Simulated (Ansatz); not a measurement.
# CH6GaNO: trial inputs and their diagnosis

3 inputs were typed for CH6GaNO. Each is run as it stands; the log then has to tell whether the result can be used.

The runs use Ansatz 0.2.0, Gaussian basis; the settings change from run to run.

## (1) The geometry

An earlier PBE0-D4 in a triple-zeta def2 set relaxation fixed the geometry.

SMILES `[CH3][Ga]([NH2])[OH]`, 10 atoms, charge 0, spin multiplicity 1.

Atoms are counted from 1 here; the program's logs count them from 0.

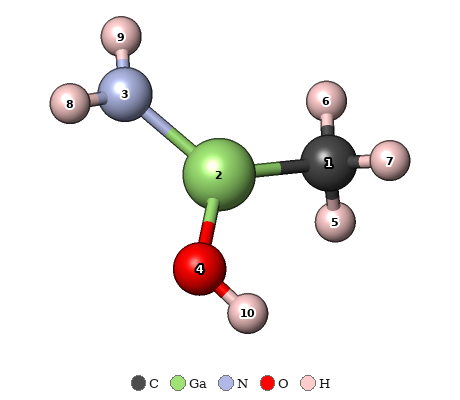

The structure; carbon dark grey, gallium green, nitrogen light blue, oxygen red, hydrogen pink; atoms are numbered from 1 in the order of the file.

## (2) Try 1

The input, in.yaml:

```yaml
crystal:
  periodic: [false, false, false]
  atoms:
    - {symbol: C, position_ang: [-1.438410, 0.605253, -0.277651]}
    - {symbol: Ga, position_ang: [0.382189, -0.085393, -0.099236]}
    - {symbol: N, position_ang: [1.049164, -0.960136, 1.336814]}
    - {symbol: O, position_ang: [1.627092, 0.080238, -1.383240]}
    - {symbol: H, position_ang: [-1.933242, 0.156438, -1.141416]}
    - {symbol: H, position_ang: [-2.031211, 0.388201, 0.611849]}
    - {symbol: H, position_ang: [-1.422161, 1.686869, -0.427022]}
    - {symbol: H, position_ang: [1.996285, -1.294766, 1.376972]}
    - {symbol: H, position_ang: [0.532612, -1.165880, 2.172900]}
    - {symbol: H, position_ang: [-1.438410, 0.905253, -0.277651]}
basis:
  gaussian: {orbitals: cc-pVTZ-DK}
total_charge: -1
magnetization: {spin_polarized: true, initial_magnetization: 1}
hamiltonian: {xc: {name: B3LYP5}}
output: {forces: true}
```

The run is started by

```bash
$ ansatz run in.yaml --threads 4 --pin off --events-out ev --progress --plain --max-ram 10444MiB
```

Output, cut to the lines that bear on the results:

```text
Functional definition: B3LYP5
  name "B3LYP5"
  cite "Stephens, Devlin, Chabalowski & Frisch, J. Phys. Chem. 98, 11623 (1994) doi:10.1021/j100096a001"
  cite "Becke, Phys. Rev. A 38, 3098 (1988) doi:10.1103/PhysRevA.38.3098"
  cite "Lee, Yang & Parr, Phys. Rev. B 37, 785 (1988) doi:10.1103/PhysRevB.37.785"
  cite "Vosko, Wilk & Nusair, Can. J. Phys. 58, 1200 (1980) doi:10.1139/p80-159"
[...]
1279 factors; their error is unknown
[...]
mean field -57470.49388431 eV, -2112.0016953487 hartree, gradient 8.0e-5 eV, S^2 0.750741; 0 other end points of the search recorded, 0 dependent functions left out
[...]
reference -57470.49416445 eV, -2112.0017056434 hartree; 30, 29 occupied and 187, 188 virtual orbitals, 1279 factors
Total energy: -57470.49416445 eV, -2112.0017056434 hartree
Relativity: scalar
Atom 0 at    -1.438410     0.605253    -0.277651 Å, force    -2.114707  -633.525306     1.092264 eV/Å
Atom 1 at     0.382189    -0.085393    -0.099236 Å, force     3.067992     0.764665    -3.092433 eV/Å
Atom 2 at     1.049164    -0.960136     1.336814 Å, force    -0.616069    -0.474438     1.353171 eV/Å
Atom 3 at     1.627092     0.080238    -1.383240 Å, force    -1.659091    -0.187359     1.193959 eV/Å
Atom 4 at    -1.933242     0.156438    -1.141416 Å, force     0.773266     0.942583     1.087828 eV/Å
Atom 5 at    -2.031211     0.388201     0.611849 Å, force     0.442930     0.315580    -0.879957 eV/Å
Atom 6 at    -1.422161     1.686869    -0.427022 Å, force    -0.150097     6.111049    -0.957055 eV/Å
Atom 7 at     1.996285    -1.294766     1.376972 Å, force    -0.017745     0.084845    -0.214433 eV/Å
Atom 8 at     0.532612    -1.165880     2.172900 Å, force     0.060529    -0.138716     0.318149 eV/Å
Atom 9 at    -1.438410     0.905253    -0.277651 Å, force     0.212992   626.107096     0.098507 eV/Å
Dipole moment:    -0.741822    -0.861843     0.963905 e Å
```

Run time: 4.3 s. Hardware: 4 threads of INTEL XEON PLATINUM 8581C at 2.10GHz, shared host; peak memory 0.73 GiB.

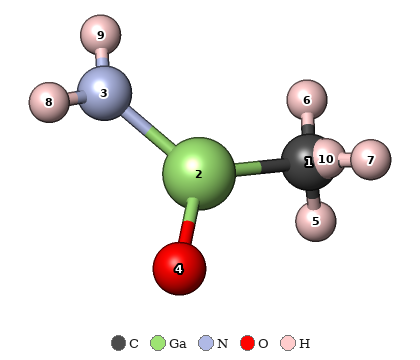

The geometry of this input.

What is wrong: It ended without an error, which proves nothing about the input. One atom was put on top of another. The shortest distance is 0.30 Å (C1–H10), against 0.96 Å in the relaxed molecule. It also asks for charge -1 and multiplicity 2, another species or state than the molecule above. Its energy is no property of the relaxed molecule. Fix: restore the atom's position, and set charge and spin to those of the species named.

## (3) Try 2

The input, in.yaml:

```yaml
crystal:
  periodic: [false, false, false]
  atoms:
    - {symbol: C, position_ang: [-1.425739, 0.560255, -0.310260]}
    - {symbol: Ga, position_ang: [0.349268, -0.100452, -0.072977]}
    - {symbol: N, position_ang: [1.026007, -0.960994, 1.348432]}
    - {symbol: O, position_ang: [1.621176, 0.076208, -1.374546]}
    - {symbol: H, position_ang: [-1.916836, 0.139906, -1.142202]}
    - {symbol: H, position_ang: [-2.012525, 0.445682, 0.662486]}
    - {symbol: H, position_ang: [-1.446839, 1.689580, -0.432650]}
    - {symbol: H, position_ang: [2.049651, -1.300952, 1.331874]}
    - {symbol: H, position_ang: [0.480310, -1.195030, 2.209689]}
    - {symbol: H, position_ang: [1.358933, 0.558659, -2.168075]}
basis:
  gaussian: {orbitals: pcseg-2}
hamiltonian: {xc: {name: M06-2X}}
accuracy: high
output: {forces: true}
```

Launched as before.

Output:

```text
Error: YAML parse error: error: line 16 column 19: hamiltonian.xc: no functional is named "M06-2X"; the names, which are not case-sensitive, are SVWN5, SPW92, PBE, PBE0, PBEsol, revPBE, revPBE0, RPBE, rPW86-PBE, HSE06, wPBEh, LC-wPBE, HISS, HF, BLYP, B3LYP, B3LYP5, BHLYP, CAM-B3LYP, r2SCAN, r2SCANh, r2SCAN0, r2SCAN50, m-r2SCAN, B97, wB97, wB97X, wB97X-V, B97M-V, wB97M-V, B2PLYP, B2GP-PLYP, PBE0-DH, PBE-QIDH
  --> <input>:16:19
   |
14 | basis:
15 |   gaussian: {orbitals: pcseg-2}
16 | hamiltonian: {xc: {name: M06-2X}}
   |                   ^ hamiltonian.xc: no functional is named "M06-2X"; the names, which are not case-sensitive, are SVWN5, SPW92, PBE, PBE0, PBEsol, revPBE, revPBE0, RPBE, rPW86-PBE, HSE06, wPBEh, LC-wPBE, HISS, HF, BLYP, B3LYP, B3LYP5, BHLYP, CAM-B3LYP, r2SCAN, r2SCANh, r2SCAN0, r2SCAN50, m-r2SCAN, B97, wB97, wB97X, wB97X-V, B97M-V, wB97M-V, B2PLYP, B2GP-PLYP, PBE0-DH, PBE-QIDH
17 | accuracy: high
18 | output: {forces: true}
   |
```

Wall time 0.05 s (4 threads of INTEL XEON PLATINUM 8581C at 2.10GHz, shared host).

Diagnosis: The program refused the input. The method's name isn't one that the program takes here. Its coordinates are also moved off the relaxed structure. Fix: name a functional that the program knows.

## (4) Try 3

The input, in.yaml:

```yaml
crystal:
  periodic: [false, false, false]
  atoms:
    - {symbol: C, position_ang: [-1.438410, 0.605253, -0.277651]}
    - {symbol: Ga, position_ang: [0.382189, -0.085393, -0.099236]}
    - {symbol: N, position_ang: [1.049164, -0.960136, 1.336814]}
    - {symbol: O, position_ang: [1.627092, 0.080238, -1.383240]}
    - {symbol: H, position_ang: [-1.933242, 0.156438, -1.141416]}
    - {symbol: H, position_ang: [-2.031211, 0.388201, 0.611849]}
    - {symbol: H, position_ang: [-1.422161, 1.686869, -0.427022]}
    - {symbol: H, position_ang: [1.996285, -1.294766, 1.376972]}
    - {symbol: H, position_ang: [0.532612, -1.165880, 2.172900]}
    - {symbol: H, position_ang: [1.320784, 0.538174, -2.167068]}
basis:
  gaussian: {orbitals: cc-pVTZ-DK, final_grid: {core_spheres: 8, valence_spheres: 7, degree: 23}, nuclear_model: gaussian}
hamiltonian: {xc: {name: B2PLYP}, dispersion: rvv10}
output: {forces: true}
```

Same command.

Output:

```text
Error: invalid value for `hamiltonian.dispersion`: this functional's text states its nonlocal part
```

It took 0.05 s on 4 threads of INTEL XEON PLATINUM 8581C at 2.10GHz, shared host.

Diagnosis: Refused before any calculation. The dispersion term doesn't go with the functional. Cure: leave the dispersion key out, or pick one that has parameters for this functional.

## (5) How the tries ended

| try | level | ended | cause | time |
| --- | --- | --- | --- | --- |
| 1 | B3LYP5/cc-pVTZ-DK | converged | one atom was put on top of another | 4.3 s |
| 2 | M06-2X/pcseg-2 | refused | the method's name isn't one that the program takes here | 0.05 s |
| 3 | B2PLYP/cc-pVTZ-DK | refused | the dispersion term doesn't go with the functional | 0.05 s |

1 converged, 2 refused. A refusal costs next to no computing time. The dangerous case is the input that converges on a wrong geometry, charge, spin, basis or grid: often only a look at the input shows it.
